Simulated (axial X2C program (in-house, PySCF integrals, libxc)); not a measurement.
# All-electron X2C curves of CoB⁺

Aim: find the lowest determinant of CoB⁺, scan the bond at several levels and fit the constants, once spin-free and once with spin–orbit coupling.

Program: an in-house X2C program for linear molecules on PySCF integrals. Level of theory: all-electron X2C, Co dyall-cv3z, B dyall-v3z. These are calculated values, not measurements.

## (1) Input

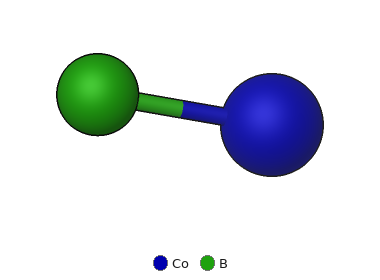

The two atoms at 1.960 Å (cobalt blue, boron green).

Contents of task.json:

```json
{"zs": [27, 5], "q": 1, "bas": ["dyall-cv3z", "dyall-v3z"], "levels": ["PBE0", "HF", "TPSSh"], "cc": true, "r0": 1.96, "thr": -2.0, "nmax": 90, "npts": 10, "nst": 2, "ntry": 6}
```

Keys: zs atomic numbers; q charge; bas basis sets; levels methods (HF also brings MP2); cc coupled cluster on or off; r0 starting distance in Å; thr threshold in hartree for freezing inner shells (an s shell follows its p shell); nmax most natural virtual spinors; npts points asked for on the curve; nst determinants followed; ntry starts of the search.

Launch:

```bash
> python so2c.py task.json out
```

Spin-free means the one-electron spin-free X2C Hamiltonian; two-component (2c) means X2C with spin–orbit coupling and atomic mean-field two-electron Coulomb and Gaunt terms. Basis: Co dyall-cv3z contracted to [9s10p6d3f2g], B dyall-v3z contracted to [7s6p2d1f]; Gaussian nuclei, density fitting. Masses: Co 58.933 u, B 11.009 u.

Notation: σ, π±, δ± give the projection m of an orbital's angular momentum (0, ±1, ±2), α and β its spin, Λ and M_S the sums; ω is the projection of a spinor's total angular momentum and Ω the sum. Logs are in hartree.

The results follow Hamiltonian by Hamiltonian and level by level.

## (2) State search with PBE0

PBE0 moves the distance from 1.960 Å to 1.755 Å and compares determinants there.

Spin-free determinants:

| ΔE (eV) | state | open shells |
| --- | --- | --- |
| 0.00 | M_S = 3/2, Λ = 2 | beyond closed shells: 2 × σα, δ+α, δ+β, δ-α |
| 0.37 | M_S = 3/2, Λ = 0 | beyond closed shells: σα, δ+α, δ-α |
| 0.63 | M_S = 3/2, Λ = 3 | beyond closed shells: σα, π+α, π+β, π-α, δ+α, δ+β, δ-α |
| 0.78 | M_S = 1/2, Λ = 3 | beyond closed shells: σβ, π+α, π+β, π-α, δ+α, δ+β, δ-α |
| 1.23 | M_S = 1/2, Λ = 0 | beyond closed shells: σα |
| 1.55 | M_S = 3/2, Λ = 1 | beyond closed shells: σα, π-α, δ+α, δ+β, δ-α |
| 1.55 | M_S = 3/2, Λ = 3 | beyond closed shells: σα, π+α, δ+α, δ+β, δ-α |

Two-component determinants:

```tsv
ΔE (eV)	state	open shells
0.00	Ω = 7/2	excess of +ω over −ω: 2 × ω = 1/2, ω = 5/2
0.12	Ω = 1/2	excess of +ω over −ω: 2 × ω = -1/2, ω = 3/2
0.43	Ω = 3/2	excess of +ω over −ω: ω = 1/2, ω = -3/2, ω = 5/2
0.61	Ω = 9/2	excess of +ω over −ω: ω = 1/2, ω = 3/2, ω = 5/2
0.76	Ω = 7/2	excess of +ω over −ω: ω = -1/2, ω = 3/2, ω = 5/2
0.78	Ω = 3/2	excess of +ω over −ω: ω = 3/2
0.92	Ω = 5/2	excess of +ω over −ω: 2 × ω = 1/2, ω = 3/2
```

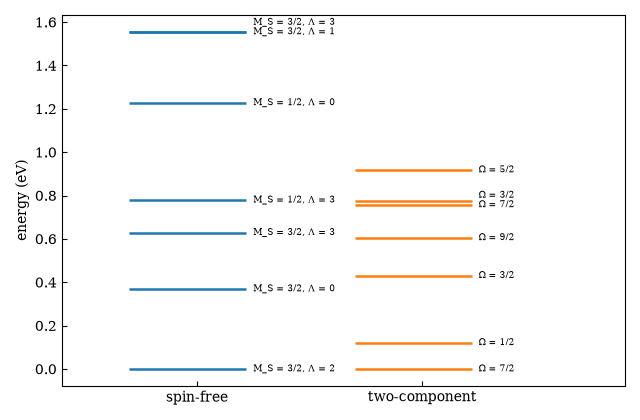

The determinants found, each set from its own lowest.

## (3) PBE0, spin-free

State followed: M_S = 3/2, Λ = 2 (beyond closed shells: 2 × σα, δ+α, δ+β, δ-α). The scan is laid around 1.910 Å, a first estimate of the minimum, and this SCF restarts from the orbitals of the search.

The SCF at the reference distance of 1.910 Å:

```text
spin-free X2C-1e  PBE0
basis functions 150  fitting functions 863  grid points 5077
iter        total energy     max residual
   1      -1412.188413490     2.65e+00
   2      -1417.187031813     2.48e-01
   3      -1408.299254057     1.56e+00
   4      -1417.277165644     1.20e-01
   5      -1417.289927486     1.49e-01
   6      -1417.459889506     5.89e-02
   7      -1417.483284517     2.55e-03
   8      -1417.483351920     6.53e-04
   9      -1417.483359755     9.79e-04
  10      -1417.483365812     1.41e-04
  11      -1417.483366159     1.06e-04
  12      -1417.483366298     5.02e-05
  13      -1417.483366339     4.57e-06
  14      -1417.483366341     1.08e-06
  15      -1417.483366342     6.06e-07
converged
one-electron -2028.63812401  Coulomb 637.23813060  exact exchange -15.53599538  xc functional -47.94995529  nuclear repulsion 37.40257774
```

Along the bond, energies from the lowest point:

```
R (Å)  E (eV)  μ (D)  HOMO (eV)  LUMO (eV)  iterations
1.662  0.4779   0.02     -12.86      -9.87          13
1.738  0.1954   0.11     -12.89      -9.49          13
1.795  0.0749   0.20     -12.91      -9.27          12
1.853  0.0142   0.29     -12.92      -9.14          12
1.910  0.0000   0.40     -12.91      -9.06          15
1.977  0.0274   0.53     -12.90      -9.03          12
2.044  0.0888   0.67     -12.88      -9.02          12
2.130  0.2000   0.85     -12.82      -9.02          12
2.235  0.3626   1.08     -12.55      -9.01          12
2.388  0.6122   1.39     -12.22      -8.98          12
```

Dipoles are positive if B is the positive end and refer to the centre of mass.

Outer orbitals at the reference distance:

```tsv
symmetry	occupied	ε (eV)	atomic character
σα	yes	-19.04	49% B s, 30% Co d, 10% Co s
σβ	yes	-17.89	57% B s, 15% Co s, 12% Co p
σα	yes	-16.16	64% Co d, 20% B s, 7% B p
δ+α	yes	-15.77	100% Co d
δ-α	yes	-15.77	100% Co d
π-α	yes	-15.51	94% Co d, 5% B p
π+α	yes	-15.51	94% Co d, 5% B p
π+β	yes	-14.15	89% Co d, 9% B p
π-β	yes	-13.92	88% Co d, 10% B p
δ+β	yes	-13.47	100% Co d
σα	yes	-12.91	66% B p, 24% Co s, 5% Co d
σβ	no	-9.06	48% B p, 18% Co d, 13% B s
π+α	no	-8.83	75% B p, 17% Co p, 7% Co d
π-α	no	-8.83	75% B p, 17% Co p, 7% Co d
π+β	no	-8.35	72% B p, 16% Co p, 12% Co d
```

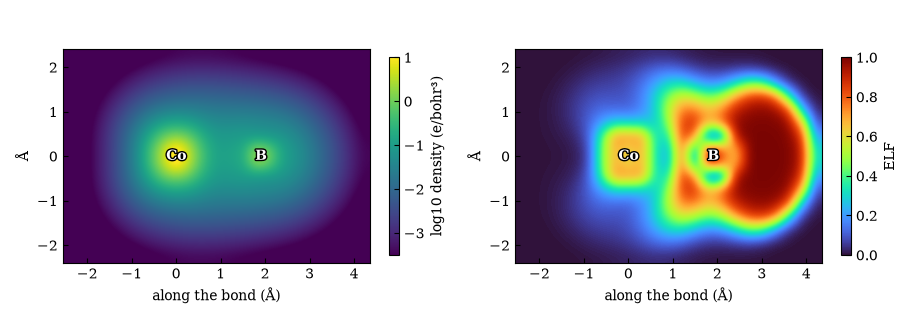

PBE0 fields in a plane through the axis, from a grid of 0.3 Å; Co lies at z = 0 and B at z = 1.910 Å; the ELF is damped to zero where the density is low.

Re = 1.902 Å, ωe = 572 cm⁻¹, ωexe = 5.23 cm⁻¹, Be = 0.5024 cm⁻¹, De = 2.83 eV, μ = 0.39 D.

## (4) HF, spin-free

Output at 1.910 Å:

```text
spin-free X2C-1e  HF
basis functions 150  fitting functions 863  grid points 5077
iter        total energy     max residual
   1      -1416.141397193     1.45e-01
   2      -1416.172296512     2.59e-02
   3      -1416.174146708     3.39e-02
   4      -1416.180128955     6.08e-03
   5      -1416.181205558     4.05e-03
   6      -1416.181627338     1.40e-03
   7      -1416.181712277     5.11e-04
   8      -1416.181727176     3.85e-04
   9      -1416.181732916     2.38e-04
  10      -1416.181735735     1.59e-04
  11      -1416.181736520     6.26e-05
  12      -1416.181736635     2.29e-05
  13      -1416.181736653     7.46e-06
  14      -1416.181736655     3.91e-06
  15      -1416.181736655     1.59e-06
converged
one-electron -2030.45842623  Coulomb 639.25020967  exact exchange -62.37609783  xc functional 0.00000000  nuclear repulsion 37.40257774
```

No constants are quoted: too few points lie around the minimum for a second fit to confirm the first.

## (5) TPSSh, spin-free

The SCF at the reference distance of 1.910 Å:

```text
spin-free X2C-1e  TPSSh
basis functions 150  fitting functions 863  grid points 5077
iter        total energy     max residual
   1      -1417.772305476     3.44e-02
   2      -1417.766758214     3.53e-02
   3      -1417.747614827     6.96e-02
   4      -1417.773604543     6.68e-03
   5      -1417.773972992     2.08e-03
   6      -1417.774011774     2.14e-04
   7      -1417.774012711     2.18e-04
   8      -1417.774013516     7.64e-05
   9      -1417.774013578     1.35e-05
  10      -1417.774013580     1.94e-06
converged
one-electron -2028.17305790  Coulomb 636.74979706  exact exchange -6.21076921  xc functional -57.54256127  nuclear repulsion 37.40257774
```

Re = 1.884 Å, ωe = 593 cm⁻¹, ωexe = 5.17 cm⁻¹, Be = 0.5119 cm⁻¹, De = 2.96 eV, μ = 0.27 D.

## (6) Correlated methods, spin-free

Correlated methods: 11 electrons correlated (frozen shells, counted by type: Co 3 s, 2 p; B 1 s), 229 virtual spinors in MP2, 90 natural virtuals in coupled cluster.

Output of the correlated part at 1.910 Å:

```text
correlated 11  virtual 229  natural virtual 90  E(MP2) -0.387752082  MP2 remainder -0.020153706
iter   CCSD correlation   residual
   1     -0.326817877   2.36e-01
   2     -0.345891216   1.65e-01
   3     -0.352411269   5.08e-02
   4     -0.353689929   3.01e-02
   5     -0.354472034   1.52e-02
   6     -0.354995053   7.19e-03
   7     -0.355009269   2.90e-03
   8     -0.354997937   1.37e-03
   9     -0.355054529   7.35e-04
  10     -0.355025299   3.71e-04
  11     -0.355040315   2.14e-04
  12     -0.355041339   9.66e-05
  13     -0.355039073   4.95e-05
  14     -0.355039178   2.76e-05
  15     -0.355038052   1.56e-05
  16     -0.355037949   8.27e-06
  17     -0.355037780   4.79e-06
  18     -0.355037679   2.60e-06
  19     -0.355037712   1.48e-06
  20     -0.355037702   9.09e-07
(T) -0.019530700  T1 0.0614  D1 0.0985  max T2 0.073
```

T1 in the output is the amplitude norm over the root of the electron number; divide by √2 for the Lee–Taylor value.

MP2: Re = 1.864 Å, ωe = 594 cm⁻¹, Be = 0.5231 cm⁻¹, De = 2.39 eV.

CCSD: Re = 1.942 Å, ωe = 480 cm⁻¹, Be = 0.4819 cm⁻¹, De = 2.07 eV. T1 at Re = 0.042 (Lee–Taylor, the printed value over √2).

CCSD(T): Re = 1.889 Å, ωe = 572 cm⁻¹, ωexe = 8.8 cm⁻¹, Be = 0.509 cm⁻¹, De = 2.33 eV. T1 at Re = 0.044 (Lee–Taylor, the printed value over √2).

## (7) A higher determinant, spin-free

State: M_S = 3/2, Λ = 0 (beyond closed shells: σα, δ+α, δ-α).

Output at the reference distance:

```text
spin-free X2C-1e  PBE0
basis functions 150  fitting functions 863  grid points 5077
iter        total energy     max residual
   1      -1412.132237185     2.65e+00
   2      -1417.184398481     2.24e-01
   3      -1406.975910005     1.49e+00
   4      -1417.199316039     1.34e-01
   5      -1417.107247750     2.10e-01
   6      -1417.375020780     1.03e-01
   7      -1417.464230271     7.70e-03
   8      -1417.464768864     2.47e-03
   9      -1417.464825481     2.41e-03
  10      -1417.464889936     8.37e-04
  11      -1417.464905539     1.37e-04
  12      -1417.464906358     5.39e-05
  13      -1417.464906604     3.42e-05
  14      -1417.464906641     1.00e-05
  15      -1417.464906643     6.15e-06
  16      -1417.464906644     1.28e-06
converged
one-electron -2027.66419811  Coulomb 636.23980242  exact exchange -15.52024932  xc functional -47.92283937  nuclear repulsion 37.40257774
```

```
R (Å)  E above the lowest PBE0 point (eV)
1.662                               0.744
1.738                               0.547
1.795                               0.483
1.853                               0.473
1.910                               0.502
1.977                               0.574
2.044                               0.672
2.130                               0.820
2.235                                 n/a
```

Re = 1.837 Å, ωe = 623 cm⁻¹, ωexe = 5.51 cm⁻¹, Be = 0.5386 cm⁻¹, μ = 0.01 D. Te = 0.47 eV.

## (8) The spin-free curves together

Energy (eV) of the followed determinant, spin-free, from each level's lowest point:

```
R (Å)   PBE0     HF    MP2   CCSD  CCSD(T)  TPSSh
1.662  0.478  1.428  0.376    n/a      n/a  0.426
1.738  0.195  0.931  0.123  0.241    0.169  0.159
1.795  0.075  0.656  0.032  0.109    0.057  0.051
1.853  0.014  0.448  0.000  0.033    0.006  0.002
1.910  0.000  0.294  0.011  0.000    0.000  0.000
1.977  0.027  0.166  0.060  0.000    0.033  0.041
2.044  0.089  0.082  0.135  0.029    0.095  0.114
2.130  0.200  0.022  0.251  0.094    0.199  0.240
2.235  0.363  0.000  0.404    n/a      n/a  0.420
2.388  0.612  0.030  0.625    n/a      n/a  0.694
```

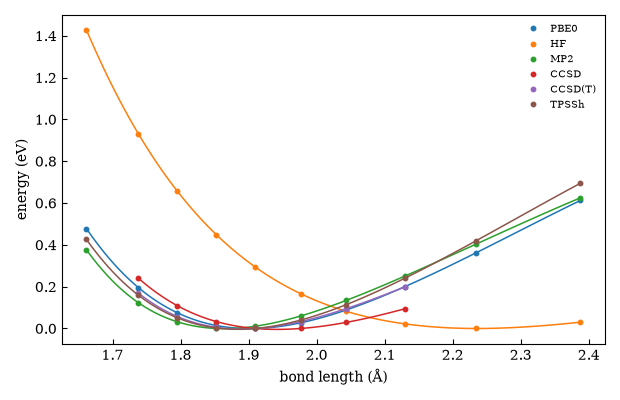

Curves of the followed state, spin-free, each from its own lowest point.

## (9) PBE0, 2c

State followed: Ω = 7/2 (excess of +ω over −ω: 2 × ω = 1/2, ω = 5/2). The scan is laid around 1.910 Å, a first estimate of the minimum, and this SCF restarts from the orbitals of the search.

The SCF at the reference distance of 1.910 Å:

```text
two-component X2C + atomic mean field  PBE0
basis functions 150  fitting functions 863  grid points 5077
iter        total energy     max residual
   1      -1411.783070350     2.66e+00
   2      -1416.808802659     2.47e-01
   3      -1406.902701282     1.61e+00
   4      -1416.914243938     1.17e-01
   5      -1416.774463750     1.97e-01
   6      -1417.073199715     7.06e-02
   7      -1417.105761040     3.24e-03
   8      -1417.105915692     5.93e-04
   9      -1417.105917435     9.33e-04
  10      -1417.105922641     5.84e-05
  11      -1417.105922752     5.49e-05
  12      -1417.105922787     2.63e-05
  13      -1417.105922798     5.44e-06
  14      -1417.105922800     1.91e-06
converged
one-electron -2027.70587553  Coulomb 637.06322057  exact exchange -15.53195197  xc functional -47.93747609  nuclear repulsion 37.40257774  atomic mean-field constant -0.39641752
```

Along the bond, energies from the lowest point:

```
R (Å)  E (eV)  μ (D)  HOMO (eV)  LUMO (eV)  iterations
1.662  0.4785   0.02     -12.86      -9.87          14
1.738  0.1959   0.11     -12.89      -9.49          13
1.795  0.0752   0.20     -12.91      -9.28          12
1.853  0.0144   0.29     -12.91      -9.14          12
1.910  0.0000   0.40     -12.91      -9.07          14
1.977  0.0272   0.53     -12.90      -9.03          12
2.044  0.0884   0.67     -12.88      -9.02          12
2.130  0.1995   0.85     -12.83      -9.02          12
2.235  0.3620   1.07     -12.62      -9.01          12
2.388  0.6113   1.39     -12.28      -8.97          12
```

Dipoles are positive if B is the positive end and refer to the centre of mass.

Outer spinors at the reference distance:

```tsv
ω	occupied	ε (eV)	atomic character	λ mixture
1/2	yes	-19.04	49% B s, 30% Co d, 10% Co s	100% σ
-1/2	yes	-17.89	57% B s, 15% Co s, 12% Co p	100% σ
1/2	yes	-16.16	64% Co d, 20% B s, 7% B p	100% σ
-3/2	yes	-15.84	100% Co d	100% δ
5/2	yes	-15.70	100% Co d	100% δ
-1/2	yes	-15.54	94% Co d, 5% B p	100% π
3/2	yes	-15.47	94% Co d, 5% B p	100% π
1/2	yes	-14.19	90% Co d, 9% B p	100% π
-3/2	yes	-13.88	88% Co d, 10% B p	100% π
3/2	yes	-13.54	100% Co d	100% δ
1/2	yes	-12.91	66% B p, 24% Co s, 5% Co d	100% σ
-1/2	no	-9.07	49% B p, 18% Co d, 13% B s	99% σ, 1% π
-1/2	no	-8.84	75% B p, 17% Co p, 7% Co d	99% π, 1% σ
3/2	no	-8.82	75% B p, 17% Co p, 8% Co d	100% π
1/2	no	-8.36	72% B p, 16% Co p, 12% Co d	100% π
```

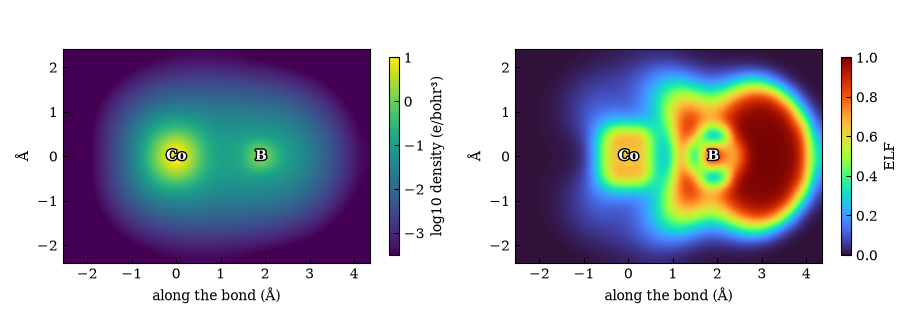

PBE0 fields in a plane through the axis, from a grid of 0.3 Å; Co lies at z = 0 and B at z = 1.910 Å; the ELF is damped to zero where the density is low.

Re = 1.902 Å, ωe = 571 cm⁻¹, ωexe = 5.22 cm⁻¹, Be = 0.5023 cm⁻¹, De = 2.82 eV, μ = 0.38 D.

## (10) HF, 2c

The SCF at the reference distance of 1.910 Å:

```text
two-component X2C + atomic mean field  HF
basis functions 150  fitting functions 863  grid points 5077
iter        total energy     max residual
   1      -1415.764302610     1.45e-01
   2      -1415.795198104     2.57e-02
   3      -1415.797048137     3.39e-02
   4      -1415.803015967     6.06e-03
   5      -1415.804087089     4.00e-03
   6      -1415.804504850     1.40e-03
   7      -1415.804588924     5.23e-04
   8      -1415.804604094     3.85e-04
   9      -1415.804610355     2.50e-04
  10      -1415.804613881     1.67e-04
  11      -1415.804615134     1.34e-04
  12      -1415.804615457     1.11e-04
  13      -1415.804615613     9.11e-05
  14      -1415.804615747     6.65e-05
  15      -1415.804615871     2.95e-05
  16      -1415.804615902     9.33e-06
  17      -1415.804615907     3.97e-06
  18      -1415.804615907     1.90e-06
converged
one-electron -2029.52302097  Coulomb 639.07192221  exact exchange -62.35967737  xc functional 0.00000000  nuclear repulsion 37.40257774  atomic mean-field constant -0.39641752
```

No constants are quoted: too few points lie around the minimum for a second fit to confirm the first.

## (11) TPSSh, 2c

Output at 1.910 Å:

```text
two-component X2C + atomic mean field  TPSSh
basis functions 150  fitting functions 863  grid points 5077
iter        total energy     max residual
   1      -1417.394778854     3.44e-02
   2      -1417.389250577     3.52e-02
   3      -1417.370028875     6.95e-02
   4      -1417.396085537     6.68e-03
   5      -1417.396452426     2.08e-03
   6      -1417.396491245     2.12e-04
   7      -1417.396492191     2.20e-04
   8      -1417.396493006     7.60e-05
   9      -1417.396493068     1.33e-05
  10      -1417.396493070     1.97e-06
  11      -1417.396493070     4.45e-07
converged
one-electron -2027.24170789  Coulomb 636.57586834  exact exchange -6.20915813  xc functional -57.52765561  nuclear repulsion 37.40257774  atomic mean-field constant -0.39641752
```

Re = 1.884 Å, ωe = 593 cm⁻¹, ωexe = 5.17 cm⁻¹, Be = 0.5118 cm⁻¹, De = 3.03 eV, μ = 0.27 D.

## (12) MP2 and beyond, 2c

Correlated methods: 11 electrons correlated (frozen shells, counted by type: Co 3 s, 2 p; B 1 s), 229 virtual spinors in MP2, 90 natural virtuals in coupled cluster.

Output of the correlated part at 1.910 Å:

```text
correlated 11  virtual 229  natural virtual 90  E(MP2) -0.387643772  MP2 remainder -0.020145958
iter   CCSD correlation   residual
   1     -0.326797384   2.36e-01
   2     -0.345847000   1.65e-01
   3     -0.352369011   5.08e-02
   4     -0.353647383   3.01e-02
   5     -0.354430073   1.52e-02
   6     -0.354953349   7.20e-03
   7     -0.354967998   2.91e-03
   8     -0.354956231   1.38e-03
   9     -0.355013304   7.46e-04
  10     -0.354984284   3.84e-04
  11     -0.354998196   2.26e-04
  12     -0.355000228   1.03e-04
  13     -0.354997596   5.41e-05
  14     -0.354997787   3.14e-05
  15     -0.354997085   1.92e-05
  16     -0.354996476   1.17e-05
  17     -0.354996441   6.20e-06
  18     -0.354996253   3.70e-06
  19     -0.354996306   2.23e-06
  20     -0.354996297   1.45e-06
(T) -0.019521613  T1 0.0614  D1 0.0987  max T2 0.057
```

MP2: Re = 1.865 Å, ωe = 594 cm⁻¹, Be = 0.5227 cm⁻¹, De = 2.39 eV.

CCSD: Re = 1.942 Å, ωe = 480 cm⁻¹, Be = 0.4818 cm⁻¹, De = 2.07 eV. T1 at Re = 0.042 (Lee–Taylor, the printed value over √2).

CCSD(T): Re = 1.890 Å, ωe = 572 cm⁻¹, ωexe = 8.86 cm⁻¹, Be = 0.5088 cm⁻¹, De = 2.33 eV. T1 at Re = 0.044 (Lee–Taylor, the printed value over √2).

## (13) A higher determinant, 2c

State: Ω = 1/2 (excess of +ω over −ω: 2 × ω = -1/2, ω = 3/2).

Output at the reference distance:

```text
two-component X2C + atomic mean field  PBE0
basis functions 150  fitting functions 863  grid points 5077
iter        total energy     max residual
   1      -1411.778808234     2.66e+00
   2      -1416.804685781     2.48e-01
   3      -1407.904307694     1.56e+00
   4      -1416.895061134     1.20e-01
   5      -1416.909191890     1.49e-01
   6      -1417.078250166     5.87e-02
   7      -1417.101435986     2.57e-03
   8      -1417.101504039     6.52e-04
   9      -1417.101511713     9.84e-04
  10      -1417.101517762     1.45e-04
  11      -1417.101518100     1.03e-04
  12      -1417.101518231     4.87e-05
  13      -1417.101518269     4.56e-06
  14      -1417.101518272     1.10e-06
  15      -1417.101518272     5.97e-07
converged
one-electron -2027.68756226  Coulomb 637.04851985  exact exchange -15.53182348  xc functional -47.93681260  nuclear repulsion 37.40257774  atomic mean-field constant -0.39641752
```

```
R (Å)  E above the lowest PBE0 point (eV)
1.662                               0.601
1.738                               0.317
1.795                               0.196
1.853                               0.135
1.910                               0.120
1.977                               0.146
2.044                               0.207
2.130                               0.317
2.235                               0.479
```

Re = 1.903 Å, ωe = 570 cm⁻¹, ωexe = 5.23 cm⁻¹, Be = 0.5019 cm⁻¹, μ = 0.39 D. Te = 0.12 eV.

## (14) The 2c curves together

Energy (eV) of the followed determinant, 2c, from each level's lowest point:

```
R (Å)   PBE0     HF    MP2   CCSD  CCSD(T)  TPSSh
1.662  0.478  1.426  0.383    n/a      n/a  0.426
1.738  0.196  0.930  0.125  0.241    0.171  0.160
1.795  0.075  0.656  0.032  0.109    0.058  0.051
1.853  0.014  0.448  0.000  0.033    0.006  0.003
1.910  0.000  0.294  0.011  0.000    0.000  0.000
1.977  0.027  0.166  0.060  0.000    0.033  0.040
2.044  0.088  0.082  0.134  0.029    0.095  0.114
2.130  0.199  0.022  0.250  0.094    0.199  0.240
2.235  0.362  0.000  0.403    n/a      n/a  0.420
2.388  0.611  0.030  0.623    n/a      n/a  0.693
```

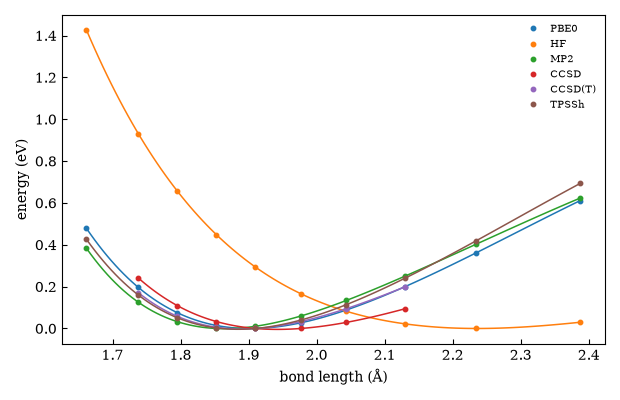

Curves of the followed state, 2c, each from its own lowest point.

The whole job took 3.6 min on 1 thread of Arm Neoverse V1, shared host.

## (15) Results

Lowest determinant that the search found at its distance, spin-free: M_S = 3/2, Λ = 2 (beyond closed shells: 2 × σα, δ+α, δ+β, δ-α).

Lowest determinant that the search found at its distance, 2c: Ω = 7/2 (excess of +ω over −ω: 2 × ω = 1/2, ω = 5/2).

| Hamiltonian | level | Re (Å) | ωe (cm⁻¹) | De (eV) | μ (D) |
| --- | --- | --- | --- | --- | --- |
| spin-free | PBE0 | 1.902 | 572 | 2.83 | 0.39 |
| spin-free | MP2 | 1.864 | 594 | 2.39 | n/a |
| spin-free | CCSD | 1.942 | 480 | 2.07 | n/a |
| spin-free | CCSD(T) | 1.889 | 572 | 2.33 | n/a |
| spin-free | TPSSh | 1.884 | 593 | 2.96 | 0.27 |
| 2c | PBE0 | 1.902 | 571 | 2.82 | 0.38 |
| 2c | MP2 | 1.865 | 594 | 2.39 | n/a |
| 2c | CCSD | 1.942 | 480 | 2.07 | n/a |
| 2c | CCSD(T) | 1.890 | 572 | 2.33 | n/a |
| 2c | TPSSh | 1.884 | 593 | 3.03 | 0.27 |

Dipoles are positive if B is the positive end and refer to the centre of mass. No constants: spin-free HF (too few points lie around the minimum for a second fit to confirm the first); 2c HF (too few points lie around the minimum for a second fit to confirm the first).

Time per point (s) on 1 thread of Arm Neoverse V1, shared host (2c runs; CCSD comes with the CCSD(T) run); the times are rough: PBE0 0.46, MP2 0.51, CCSD(T) 6.1, TPSSh 0.76.

What this shows: At CCSD(T), going from spin-free to two-component changes Re by 0 mÅ, ωe by 0.0 %; the spin-free picture holds up (part of it comes from the scalar share of the two-electron terms). De moves by 0.00 eV; both De rest on single-determinant atoms, which can miss part of an open shell's spin–orbit lowering.

De refers to Co+ + B, each in the lowest determinant found, which need not be this curve's own limit. The state is a single determinant with fixed occupations, the lowest that a limited PBE0 search found. Dissociation energies refer to the lowest single-determinant-based atoms at the same level and basis. Density functionals use the spin component along the axis (collinear). CCSD and (T) use frozen natural virtuals with an MP2 correction for the truncation. The meta-GGAs lack a current-density term, which matters for open shells with orbital currents, atoms included. With several unpaired electrons one determinant need not be a pure state. T1 at Re is 0.044 (Lee–Taylor), above the customary mark of 0.02.
